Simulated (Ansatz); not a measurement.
# GeN2H (doublet): PBE, BLYP, r2SCAN, B97M-V, PBE0, B3LYP over vertical spin and charge gaps and displaced geometries, cc-pVDZ, part 2 of 2

Ansatz 0.2.0, Gaussian basis; cc-pVDZ, all electrons in the functionals. The steps go on from the part before.

### Step 18. B97M-V, displaced geometry v2

in.yaml

```yaml
crystal:
  periodic: [false, false, false]
  atoms:
    - {symbol: Ge, position_ang: [0.034926, -0.028466, 0.717925]}
    - {symbol: N, position_ang: [-0.129948, 0.086580, -1.331263]}
    - {symbol: N, position_ang: [-0.053327, -0.045515, -2.437692]}
    - {symbol: H, position_ang: [0.029781, 1.480828, 0.635519]}
basis:
  gaussian: {orbitals: cc-pVDZ}
magnetization: {spin_polarized: true, initial_magnetization: 1}
hamiltonian: {xc: {name: B97M-V}}
```

Run with:

```
> ansatz run in.yaml --threads 1 --pin off --events-out ev --progress --plain --max-ram 2393MiB
```

Output (excerpt; [...] marks lines left out):

```text
Functional definition: B97M-V
  name "B97M-V"
  cite "Mardirossian & Head-Gordon, J. Chem. Phys. 142, 074111 (2015) doi:10.1063/1.4907719"
  cite "Becke, J. Chem. Phys. 107, 8554 (1997) doi:10.1063/1.475007"
  cite "Vydrov & Van Voorhis, J. Chem. Phys. 133, 244103 (2010) doi:10.1063/1.3521275"
  # Of w^i u^j: cxij and so on, Table III.
[...]
  gx(w, u) = cx00 + cx01*u + cx02*u^2 + (cx10 + cx11*u)*w
[...]
  gos(w, u) = cos00 + cos01*u + cos03*u^3 + cos10*w + cos32*w^3*u^2
[...]
      + integral(e_c_pw_mod_opposite_spin*gos(b97_w_opposite, b97_u_opposite)) + vv10(b, c)
829 factors; their error is unknown
[...]
mean field -59501.38478808 eV, -2186.6355594748 hartree, gradient 8.4e-5 eV, S^2 0.754901; 0 other end points of the search recorded, 0 dependent functions left out
reference -59501.38482643 eV, -2186.6355608842 hartree; 24, 23 occupied and 36, 37 virtual orbitals, 829 factors
Total energy: -59501.38482643 eV, -2186.6355608842 hartree
```

It took 9.5 s on 1 thread of Arm Neoverse V1, shared host.

From the report: ⟨S²⟩ of the determinant 0.755 (pure doublet: 0.75).

From charge 0, doublet: +1.3 kcal/mol.

### Step 19. PBE0, charge 0, doublet

in.yaml

```yaml
crystal:
  periodic: [false, false, false]
  atoms:
    - {symbol: Ge, position_ang: [0.000000, -0.031412, 0.720207]}
    - {symbol: N, position_ang: [0.000000, 0.075260, -1.340574]}
    - {symbol: N, position_ang: [0.000000, -0.024411, -2.438823]}
    - {symbol: H, position_ang: [0.000000, 1.557202, 0.616174]}
basis:
  gaussian: {orbitals: cc-pVDZ}
magnetization: {spin_polarized: true, initial_magnetization: 1}
hamiltonian: {xc: {name: PBE0}}
output: {orbitals: {seedname: orbitals}}
```

The command is unchanged.

Output (excerpt; [...] marks lines left out):

```text
Functional definition: PBE0
  name "PBE0"
  cite "Adamo & Barone, J. Chem. Phys. 110, 6158 (1999) doi:10.1063/1.478522"
  cite "Perdew, Burke & Ernzerhof, Phys. Rev. Lett. 77, 3865 (1996) doi:10.1103/PhysRevLett.77.3865"
  parent pbe
[...]
646 factors; integrals over basis functions are off by at most 1.1e-3 eV
[...]
mean field -59502.01724934 eV, -2186.6588019972 hartree, gradient 1.9e-5 eV, S^2 0.755777; 0 other end points of the search recorded, 0 dependent functions left out
reference -59502.01726815 eV, -2186.6588026886 hartree; 24, 23 occupied and 36, 37 virtual orbitals, 646 factors
Total energy: -59502.01726815 eV, -2186.6588026886 hartree
```

Run time: 3 s. Hardware: 1 thread of Arm Neoverse V1, shared host.

From the report: ⟨S²⟩ of the determinant 0.756 (pure doublet: 0.75).

### Step 20. PBE0, charge 0, quartet

in.yaml, as its differences from that of step 19:

```diff
@@ -9,4 +9,4 @@
   gaussian: {orbitals: cc-pVDZ}
-magnetization: {spin_polarized: true, initial_magnetization: 1}
+magnetization: {spin_polarized: true, initial_magnetization: 3}
 hamiltonian: {xc: {name: PBE0}}
-output: {orbitals: {seedname: orbitals}}
+output: {forces: true, orbitals: {seedname: orbitals}}
```

Launched as before.

Output:

```text
Functional definition: PBE0
  name "PBE0"
  cite "Adamo & Barone, J. Chem. Phys. 110, 6158 (1999) doi:10.1063/1.478522"
  cite "Perdew, Burke & Ernzerhof, Phys. Rev. Lett. 77, 3865 (1996) doi:10.1103/PhysRevLett.77.3865"
  parent pbe
  parameter a = 0.25
  parameter kappa = 0.804
  parameter beta = 0.06672455060314922
  exchange = (1 - a)*pbe_x(kappa = kappa, mu = beta*pi^2/3) + a*exact_x
  correlation = pbe_c(beta = beta)
646 factors; integrals over basis functions are off by at most 1.1e-3 eV
mean field evaluation 1: about -59486.9148 eV, gradient 3.9e1 eV
mean field evaluation 2: about -59342.6777 eV, gradient 1.3e2 eV
mean field evaluation 4: about -59497.1388 eV, gradient 1.3e1 eV
mean field evaluation 8: about -59498.1480 eV, gradient 8.7e-1 eV
mean field evaluation 16: about -59498.1560 eV, gradient 1.2e-3 eV
mean field evaluation 32: about -59497.3271 eV, gradient 6.2e0 eV
mean field -59498.15603585 eV, -2186.5169050189 hartree, gradient 1.0e-5 eV, S^2 3.761068; 3 other end points of the search recorded, 0 dependent functions left out
the calculation of the forces begins
reference -59498.15605638 eV, -2186.5169057734 hartree; 25, 22 occupied and 35, 38 virtual orbitals, 646 factors
Total energy: -59498.15605638 eV, -2186.5169057734 hartree
Atom 0 at     0.000000    -0.031412     0.720207 Å, force    -0.000000    -0.651951     1.672257 eV/Å
Atom 1 at     0.000000     0.075260    -1.340574 Å, force    -0.000000     2.106334     1.979152 eV/Å
Atom 2 at     0.000000    -0.024411    -2.438823 Å, force     0.000000    -1.516062    -3.813661 eV/Å
Atom 3 at     0.000000     1.557202     0.616174 Å, force    -0.000000     0.061679     0.162252 eV/Å
Dipole moment:     0.000000     0.032130     0.074228 e Å
```

Run time: 4.6 s. Hardware: 1 thread of Arm Neoverse V1, shared host.

From the report: ⟨S²⟩ of the determinant 3.761 (pure quartet: 3.75).

From charge 0, doublet: +89.0 kcal/mol.

### Step 21. PBE0, charge 1, singlet

in.yaml, as its differences from that of step 20:

```diff
@@ -9,4 +9,4 @@
   gaussian: {orbitals: cc-pVDZ}
-magnetization: {spin_polarized: true, initial_magnetization: 3}
+total_charge: 1
 hamiltonian: {xc: {name: PBE0}}
-output: {forces: true, orbitals: {seedname: orbitals}}
+output: {orbitals: {seedname: orbitals}}
```

The command is unchanged.

Output (excerpt; [...] marks lines left out):

```text
Functional definition: PBE0
  name "PBE0"
  cite "Adamo & Barone, J. Chem. Phys. 110, 6158 (1999) doi:10.1063/1.478522"
  cite "Perdew, Burke & Ernzerhof, Phys. Rev. Lett. 77, 3865 (1996) doi:10.1103/PhysRevLett.77.3865"
  parent pbe
[...]
646 factors; integrals over basis functions are off by at most 1.1e-3 eV
[...]
mean field -59494.40172403 eV, -2186.3789366044 hartree, gradient 6.5e-6 eV, S^2 0.000000; 0 other end points of the search recorded, 0 dependent functions left out
reference -59494.40174199 eV, -2186.3789372642 hartree; 23, 23 occupied and 37, 37 virtual orbitals, 646 factors
Total energy: -59494.40174199 eV, -2186.3789372642 hartree
```

Run time: 1.6 s. Hardware: 1 thread of Arm Neoverse V1, shared host.

From charge 0, doublet: +175.6 kcal/mol.

### Step 22. PBE0, charge 1, triplet

in.yaml, as its differences from that of step 21:

```diff
@@ -10,2 +10,3 @@
 total_charge: 1
+magnetization: {spin_polarized: true, initial_magnetization: 2}
 hamiltonian: {xc: {name: PBE0}}
```

Same command.

Output (excerpt; [...] marks lines left out):

```text
Functional definition: PBE0
  name "PBE0"
  cite "Adamo & Barone, J. Chem. Phys. 110, 6158 (1999) doi:10.1063/1.478522"
  cite "Perdew, Burke & Ernzerhof, Phys. Rev. Lett. 77, 3865 (1996) doi:10.1103/PhysRevLett.77.3865"
  parent pbe
[...]
646 factors; integrals over basis functions are off by at most 1.1e-3 eV
[...]
mean field -59492.47776631 eV, -2186.3082324620 hartree, gradient 8.3e-5 eV, S^2 2.008947; 0 other end points of the search recorded, 0 dependent functions left out
reference -59492.47778636 eV, -2186.3082331990 hartree; 24, 22 occupied and 36, 38 virtual orbitals, 646 factors
Total energy: -59492.47778636 eV, -2186.3082331990 hartree
```

Run time: 3 s. Hardware: 1 thread of Arm Neoverse V1, shared host.

From the report: ⟨S²⟩ of the determinant 2.009 (pure triplet: 2.00).

From charge 0, doublet: +220.0 kcal/mol.

The fields below are evaluated on a grid from the run's orbitals.

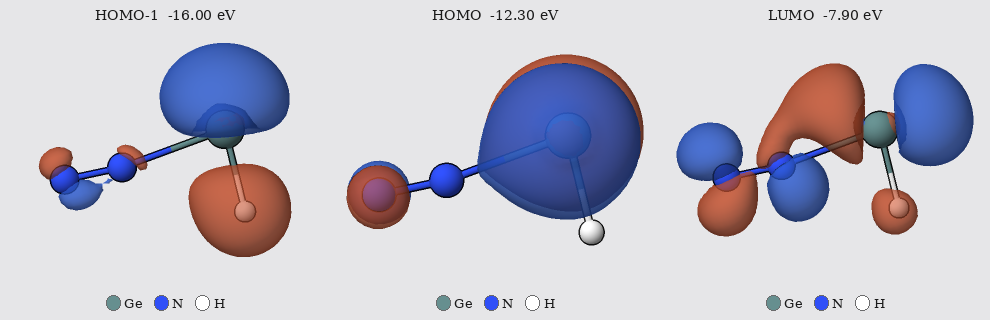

PBE0/cc-pVDZ orbitals (alpha spin) near the gap, drawn at the value that encloses 70 % of each; the two colours are the two signs.

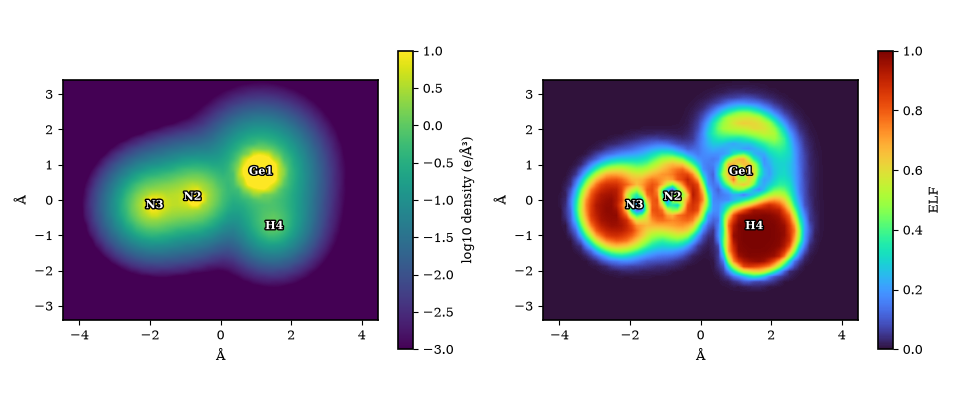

Density (left) and ELF (right) in a plane through or near 4 of the atoms.

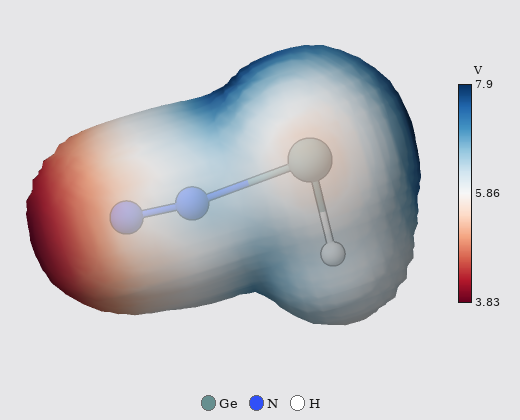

The potential that a unit positive charge feels on the 0.002 e/bohr³ surface, from 3.83 V near N3 to 7.90 V near Ge1.

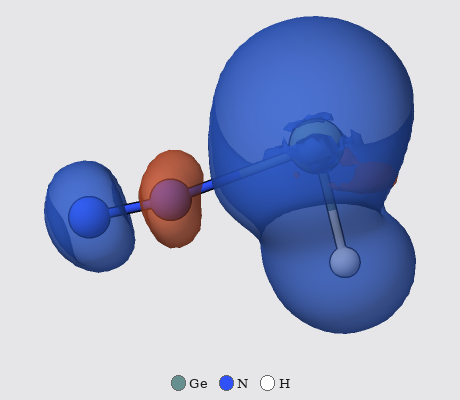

Spin density at ±0.02 e/Å³ (alpha excess blue, beta excess red).

### Step 23. PBE0, displaced geometry v1

in.yaml

```yaml
crystal:
  periodic: [false, false, false]
  atoms:
    - {symbol: Ge, position_ang: [-0.005827, -0.034941, 0.729389]}
    - {symbol: N, position_ang: [-0.006660, 0.055589, -1.342545]}
    - {symbol: N, position_ang: [0.041304, 0.015228, -2.483407]}
    - {symbol: H, position_ang: [-0.061473, 1.534026, 0.601392]}
basis:
  gaussian: {orbitals: cc-pVDZ}
magnetization: {spin_polarized: true, initial_magnetization: 1}
hamiltonian: {xc: {name: PBE0}}
output: {orbitals: {seedname: orbitals}}
```

The command is unchanged.

Output (excerpt; [...] marks lines left out):

```text
Functional definition: PBE0
  name "PBE0"
  cite "Adamo & Barone, J. Chem. Phys. 110, 6158 (1999) doi:10.1063/1.478522"
  cite "Perdew, Burke & Ernzerhof, Phys. Rev. Lett. 77, 3865 (1996) doi:10.1103/PhysRevLett.77.3865"
  parent pbe
[...]
647 factors; integrals over basis functions are off by at most 1.1e-3 eV
[...]
mean field -59501.96617056 eV, -2186.6569248868 hartree, gradient 3.1e-5 eV, S^2 0.757043; 0 other end points of the search recorded, 0 dependent functions left out
reference -59501.96618927 eV, -2186.6569255743 hartree; 24, 23 occupied and 36, 37 virtual orbitals, 647 factors
Total energy: -59501.96618927 eV, -2186.6569255743 hartree
```

It took 3 s on 1 thread of Arm Neoverse V1, shared host.

From the report: ⟨S²⟩ of the determinant 0.757 (pure doublet: 0.75).

From charge 0, doublet: +1.2 kcal/mol.

### Step 24. PBE0, displaced geometry v2

in.yaml

```yaml
crystal:
  periodic: [false, false, false]
  atoms:
    - {symbol: Ge, position_ang: [0.034926, -0.028466, 0.717925]}
    - {symbol: N, position_ang: [-0.129948, 0.086580, -1.331263]}
    - {symbol: N, position_ang: [-0.053327, -0.045515, -2.437692]}
    - {symbol: H, position_ang: [0.029781, 1.480828, 0.635519]}
basis:
  gaussian: {orbitals: cc-pVDZ}
magnetization: {spin_polarized: true, initial_magnetization: 1}
hamiltonian: {xc: {name: PBE0}}
output: {orbitals: {seedname: orbitals}}
```

The command is unchanged.

Output (excerpt; [...] marks lines left out):

```text
Functional definition: PBE0
  name "PBE0"
  cite "Adamo & Barone, J. Chem. Phys. 110, 6158 (1999) doi:10.1063/1.478522"
  cite "Perdew, Burke & Ernzerhof, Phys. Rev. Lett. 77, 3865 (1996) doi:10.1103/PhysRevLett.77.3865"
  parent pbe
[...]
647 factors; integrals over basis functions are off by at most 1.2e-3 eV
[...]
mean field -59501.95709133 eV, -2186.6565912312 hartree, gradient 1.7e-5 eV, S^2 0.756206; 0 other end points of the search recorded, 0 dependent functions left out
reference -59501.95710992 eV, -2186.6565919145 hartree; 24, 23 occupied and 36, 37 virtual orbitals, 647 factors
Total energy: -59501.95710992 eV, -2186.6565919145 hartree
```

Run time: 3 s. Hardware: 1 thread of Arm Neoverse V1, shared host.

From the report: ⟨S²⟩ of the determinant 0.756 (pure doublet: 0.75).

From charge 0, doublet: +1.4 kcal/mol.

### Step 25. B3LYP, charge 0, doublet

in.yaml

```yaml
crystal:
  periodic: [false, false, false]
  atoms:
    - {symbol: Ge, position_ang: [0.000000, -0.031412, 0.720207]}
    - {symbol: N, position_ang: [0.000000, 0.075260, -1.340574]}
    - {symbol: N, position_ang: [0.000000, -0.024411, -2.438823]}
    - {symbol: H, position_ang: [0.000000, 1.557202, 0.616174]}
basis:
  gaussian: {orbitals: cc-pVDZ}
magnetization: {spin_polarized: true, initial_magnetization: 1}
hamiltonian: {xc: {name: B3LYP}}
```

The command is unchanged.

Output (excerpt; [...] marks lines left out):

```text
Functional definition: B3LYP
  name "B3LYP"
  cite "Stephens, Devlin, Chabalowski & Frisch, J. Phys. Chem. 98, 11623 (1994) doi:10.1021/j100096a001"
  cite "Becke, Phys. Rev. A 38, 3098 (1988) doi:10.1103/PhysRevA.38.3098"
  cite "Lee, Yang & Parr, Phys. Rev. B 37, 785 (1988) doi:10.1103/PhysRevB.37.785"
  cite "Vosko, Wilk & Nusair, Can. J. Phys. 58, 1200 (1980) doi:10.1139/p80-159"
[...]
646 factors; integrals over basis functions are off by at most 1.1e-3 eV
[...]
mean field -59513.87113576 eV, -2187.0944242883 hartree, gradient 5.0e-5 eV, S^2 0.753949; 0 other end points of the search recorded, 0 dependent functions left out
reference -59513.87131141 eV, -2187.0944307434 hartree; 24, 23 occupied and 36, 37 virtual orbitals, 646 factors
Total energy: -59513.87131141 eV, -2187.0944307434 hartree
```

Wall time 2.9 s (1 thread of Arm Neoverse V1, shared host).

From the report: ⟨S²⟩ of the determinant 0.754 (pure doublet: 0.75).

### Step 26. B3LYP, charge 0, quartet

in.yaml, as its differences from that of step 25:

```diff
@@ -9,3 +9,3 @@
   gaussian: {orbitals: cc-pVDZ}
-magnetization: {spin_polarized: true, initial_magnetization: 1}
+magnetization: {spin_polarized: true, initial_magnetization: 3}
 hamiltonian: {xc: {name: B3LYP}}
```

Same command.

Output (excerpt; [...] marks lines left out):

```text
Functional definition: B3LYP
  name "B3LYP"
  cite "Stephens, Devlin, Chabalowski & Frisch, J. Phys. Chem. 98, 11623 (1994) doi:10.1021/j100096a001"
  cite "Becke, Phys. Rev. A 38, 3098 (1988) doi:10.1103/PhysRevA.38.3098"
  cite "Lee, Yang & Parr, Phys. Rev. B 37, 785 (1988) doi:10.1103/PhysRevB.37.785"
  cite "Vosko, Wilk & Nusair, Can. J. Phys. 58, 1200 (1980) doi:10.1139/p80-159"
[...]
646 factors; integrals over basis functions are off by at most 1.1e-3 eV
[...]
mean field -59509.78517798 eV, -2186.9442681097 hartree, gradient 2.2e-5 eV, S^2 3.759019; 1 other end points of the search recorded, 0 dependent functions left out
reference -59509.78535542 eV, -2186.9442746303 hartree; 25, 22 occupied and 35, 38 virtual orbitals, 646 factors
Total energy: -59509.78535542 eV, -2186.9442746303 hartree
```

It took 3.5 s on 1 thread of Arm Neoverse V1, shared host.

From the report: ⟨S²⟩ of the determinant 3.759 (pure quartet: 3.75).

From charge 0, doublet: +94.2 kcal/mol.

### Step 27. B3LYP, charge 1, singlet

in.yaml, as its differences from that of step 26:

```diff
@@ -9,3 +9,3 @@
   gaussian: {orbitals: cc-pVDZ}
-magnetization: {spin_polarized: true, initial_magnetization: 3}
+total_charge: 1
 hamiltonian: {xc: {name: B3LYP}}
```

The command is unchanged.

Output (excerpt; [...] marks lines left out):

```text
Functional definition: B3LYP
  name "B3LYP"
  cite "Stephens, Devlin, Chabalowski & Frisch, J. Phys. Chem. 98, 11623 (1994) doi:10.1021/j100096a001"
  cite "Becke, Phys. Rev. A 38, 3098 (1988) doi:10.1103/PhysRevA.38.3098"
  cite "Lee, Yang & Parr, Phys. Rev. B 37, 785 (1988) doi:10.1103/PhysRevB.37.785"
  cite "Vosko, Wilk & Nusair, Can. J. Phys. 58, 1200 (1980) doi:10.1139/p80-159"
[...]
646 factors; integrals over basis functions are off by at most 1.1e-3 eV
[...]
mean field -59506.27900466 eV, -2186.8154186166 hartree, gradient 2.4e-5 eV, S^2 0.000000; 0 other end points of the search recorded, 0 dependent functions left out
reference -59506.27917601 eV, -2186.8154249135 hartree; 23, 23 occupied and 37, 37 virtual orbitals, 646 factors
Total energy: -59506.27917601 eV, -2186.8154249135 hartree
```

Run time: 1.6 s. Hardware: 1 thread of Arm Neoverse V1, shared host.

From charge 0, doublet: +175.1 kcal/mol.

### Step 28. B3LYP, charge 1, triplet

in.yaml, as its differences from that of step 27:

```diff
@@ -10,2 +10,3 @@
 total_charge: 1
+magnetization: {spin_polarized: true, initial_magnetization: 2}
 hamiltonian: {xc: {name: B3LYP}}
```

Launched as before.

Output (excerpt; [...] marks lines left out):

```text
Functional definition: B3LYP
  name "B3LYP"
  cite "Stephens, Devlin, Chabalowski & Frisch, J. Phys. Chem. 98, 11623 (1994) doi:10.1021/j100096a001"
  cite "Becke, Phys. Rev. A 38, 3098 (1988) doi:10.1103/PhysRevA.38.3098"
  cite "Lee, Yang & Parr, Phys. Rev. B 37, 785 (1988) doi:10.1103/PhysRevB.37.785"
  cite "Vosko, Wilk & Nusair, Can. J. Phys. 58, 1200 (1980) doi:10.1139/p80-159"
[...]
646 factors; integrals over basis functions are off by at most 1.1e-3 eV
[...]
mean field -59504.17764812 eV, -2186.7381951881 hartree, gradient 2.2e-5 eV, S^2 2.007619; 0 other end points of the search recorded, 0 dependent functions left out
reference -59504.17781750 eV, -2186.7382014129 hartree; 24, 22 occupied and 36, 38 virtual orbitals, 646 factors
Total energy: -59504.17781750 eV, -2186.7382014129 hartree
```

Run time: 2.9 s. Hardware: 1 thread of Arm Neoverse V1, shared host.

From the report: ⟨S²⟩ of the determinant 2.008 (pure triplet: 2.00).

From charge 0, doublet: +223.5 kcal/mol.

### Step 29. B3LYP, displaced geometry v1

in.yaml

```yaml
crystal:
  periodic: [false, false, false]
  atoms:
    - {symbol: Ge, position_ang: [-0.005827, -0.034941, 0.729389]}
    - {symbol: N, position_ang: [-0.006660, 0.055589, -1.342545]}
    - {symbol: N, position_ang: [0.041304, 0.015228, -2.483407]}
    - {symbol: H, position_ang: [-0.061473, 1.534026, 0.601392]}
basis:
  gaussian: {orbitals: cc-pVDZ}
magnetization: {spin_polarized: true, initial_magnetization: 1}
hamiltonian: {xc: {name: B3LYP}}
```

Same command.

Output (excerpt; [...] marks lines left out):

```text
Functional definition: B3LYP
  name "B3LYP"
  cite "Stephens, Devlin, Chabalowski & Frisch, J. Phys. Chem. 98, 11623 (1994) doi:10.1021/j100096a001"
  cite "Becke, Phys. Rev. A 38, 3098 (1988) doi:10.1103/PhysRevA.38.3098"
  cite "Lee, Yang & Parr, Phys. Rev. B 37, 785 (1988) doi:10.1103/PhysRevB.37.785"
  cite "Vosko, Wilk & Nusair, Can. J. Phys. 58, 1200 (1980) doi:10.1139/p80-159"
[...]
647 factors; integrals over basis functions are off by at most 1.1e-3 eV
[...]
mean field -59513.84593220 eV, -2187.0934980747 hartree, gradient 7.0e-5 eV, S^2 0.754907; 0 other end points of the search recorded, 0 dependent functions left out
reference -59513.84610727 eV, -2187.0935045083 hartree; 24, 23 occupied and 36, 37 virtual orbitals, 647 factors
Total energy: -59513.84610727 eV, -2187.0935045083 hartree
```

Run time: 2.9 s. Hardware: 1 thread of Arm Neoverse V1, shared host.

From the report: ⟨S²⟩ of the determinant 0.755 (pure doublet: 0.75).

From charge 0, doublet: +0.6 kcal/mol.

### Step 30. B3LYP, displaced geometry v2

in.yaml

```yaml
crystal:
  periodic: [false, false, false]
  atoms:
    - {symbol: Ge, position_ang: [0.034926, -0.028466, 0.717925]}
    - {symbol: N, position_ang: [-0.129948, 0.086580, -1.331263]}
    - {symbol: N, position_ang: [-0.053327, -0.045515, -2.437692]}
    - {symbol: H, position_ang: [0.029781, 1.480828, 0.635519]}
basis:
  gaussian: {orbitals: cc-pVDZ}
magnetization: {spin_polarized: true, initial_magnetization: 1}
hamiltonian: {xc: {name: B3LYP}}
```

Same command.

Output (excerpt; [...] marks lines left out):

```text
Functional definition: B3LYP
  name "B3LYP"
  cite "Stephens, Devlin, Chabalowski & Frisch, J. Phys. Chem. 98, 11623 (1994) doi:10.1021/j100096a001"
  cite "Becke, Phys. Rev. A 38, 3098 (1988) doi:10.1103/PhysRevA.38.3098"
  cite "Lee, Yang & Parr, Phys. Rev. B 37, 785 (1988) doi:10.1103/PhysRevB.37.785"
  cite "Vosko, Wilk & Nusair, Can. J. Phys. 58, 1200 (1980) doi:10.1139/p80-159"
[...]
647 factors; integrals over basis functions are off by at most 1.2e-3 eV
[...]
mean field -59513.81229735 eV, -2187.0922620169 hartree, gradient 8.5e-5 eV, S^2 0.754295; 0 other end points of the search recorded, 0 dependent functions left out
reference -59513.81247081 eV, -2187.0922683913 hartree; 24, 23 occupied and 36, 37 virtual orbitals, 647 factors
Total energy: -59513.81247081 eV, -2187.0922683913 hartree
```

Wall time 2.9 s (1 thread of Arm Neoverse V1, shared host).

From the report: ⟨S²⟩ of the determinant 0.754 (pure doublet: 0.75).

From charge 0, doublet: +1.4 kcal/mol.

### Step 31. The comparison

The yardstick is UCCSDT(Q), where the cluster series has nearly closed. It and the other wave-function rows come from earlier runs at the same points. Energies in kcal/mol, counted from charge 0, doublet; blanks weren't run or aren't comparable.

```csv
level,doublet to quartet,ionisation to the singlet cation,ionisation to the triplet cation,displacement v1,displacement v2
UCCSDT(Q),89.6,163.8,210.0,,
PBE,89.8,176.2,221.2,-1.0,1.0
BLYP,,,,-1.3,1.0
r2SCAN,86.4,180.5,220.9,0.1,0.9
B97M-V,,,,,1.3
PBE0,89.0,175.6,220.0,1.2,1.4
B3LYP,94.2,175.1,223.5,0.6,1.4
RHF,77.6,155.4,192.6,6.3,3.1
UHF,77.3,158.4,192.1,4.9,2.8
RMP2,88.8,164.1,208.5,-1.8,0.3
UMP2,88.4,160.7,208.4,7.9,2.8
RCCSD,89.7,163.0,209.6,0.5,1.3
RCCSD(T),90.1,163.6,210.1,-0.5,1.0
UCCSD(T),89.7,163.6,209.9,-0.2,1.1
RCCSDT(Q),90.0,163.8,210.2,-0.7,1.0
```

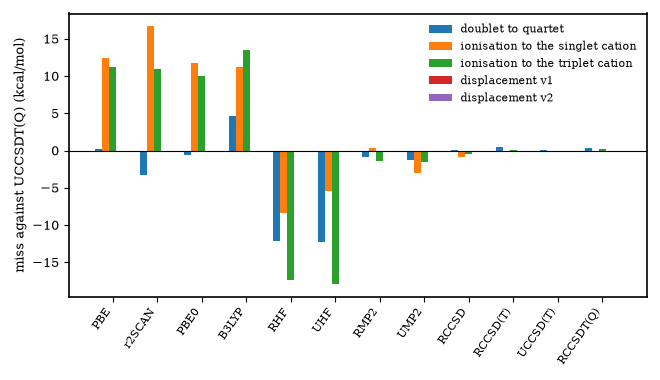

Misses of the gaps against UCCSDT(Q).

Largest miss and mean time a point (UCCSDT(Q) took 2.3 min a point; shared hosts):

```csv
level,largest miss (kcal/mol),where,time a point
PBE,+12.4,ionisation to the singlet cation,2.8 s
r2SCAN,+16.7,ionisation to the singlet cation,7.4 s
PBE0,+11.8,ionisation to the singlet cation,3 s
B3LYP,+13.5,ionisation to the triplet cation,2.8 s
RHF,-17.4,ionisation to the triplet cation,
UHF,-17.9,ionisation to the triplet cation,
RMP2,-1.4,ionisation to the triplet cation,
UMP2,-3.1,ionisation to the singlet cation,
RCCSD,-0.8,ionisation to the singlet cation,
RCCSD(T),+0.5,doublet to quartet,9.4 s
UCCSD(T),-0.3,ionisation to the singlet cation,14 s
RCCSDT(Q),+0.3,doublet to quartet,2.2 min
```

### Step 32. Summary of results

The summary covers parts 1 to 2.

| quantity | value |
| --- | --- |
| doublet to quartet, UCCSDT(Q) | 89.6 kcal/mol |
| ionisation to the singlet cation, UCCSDT(Q) | 163.8 kcal/mol |
| ionisation to the triplet cation, UCCSDT(Q) | 210.0 kcal/mol |
| largest miss, PBE | +12.4 kcal/mol (ionisation to the singlet cation) |
| largest miss, r2SCAN | +16.7 kcal/mol (ionisation to the singlet cation) |
| largest miss, PBE0 | +11.8 kcal/mol (ionisation to the singlet cation) |
| largest miss, B3LYP | +13.5 kcal/mol (ionisation to the triplet cation) |
| largest miss, RCCSD(T) | +0.5 kcal/mol (doublet to quartet) |
| largest miss, UCCSD(T) | -0.3 kcal/mol (ionisation to the singlet cation) |

**Reading.** Misses are known at 3 of 5 points at best, and only functionals with that many are ranked. Of the functionals, PBE0 keep the smallest largest miss at the points compared (at most 11.8 kcal/mol) and r2SCAN strays most (16.7 kcal/mol, at ionisation to the singlet cation). Functionals and the yardstick converge differently with the basis, so part of each miss in cc-pVDZ is the basis.
